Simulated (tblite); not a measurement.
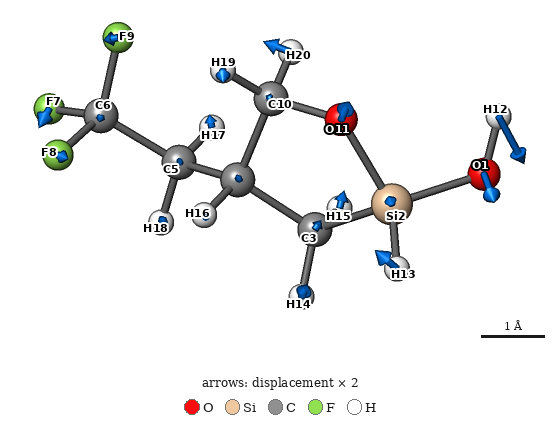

This is a relaxation of C₅H₉F₃O₂Si. The starting structure is drawn; blue arrows show the displacements, magnified 2 times. The two geometries are superimposed by the best rigid fit.

Style: ball-and-stick. Shown at a tilt.

Computed with GFN2-xTB geometry optimisation, gas phase in tblite. 

What happened in the run?

Answer. After 81 geometry steps the energy has fallen by 0.194 eV. An H atom moves most after the best rigid fit: 0.51 Å. By element the largest moves are H 0.51 Å, O 0.44 Å, F 0.20 Å, Si 0.10 Å, C 0.10 Å. Some distances before and after: O–Si 1.686 → 1.636 Å, C–O 1.440 → 1.403 Å, O–Si 1.645 → 1.616 Å, C–C 1.564 → 1.541 Å. Bond angles that change, for instance: O–Si–H 112.8° → 103.6°, Si–O–H 115.5° → 121.7°, O–Si–C 114.3° → 120.4°. Groups turn about O–Si by about 40°, O–Si by about 20°. Cost: 0.76 s on 1 thread of Arm Neoverse V1, with other jobs on the host.
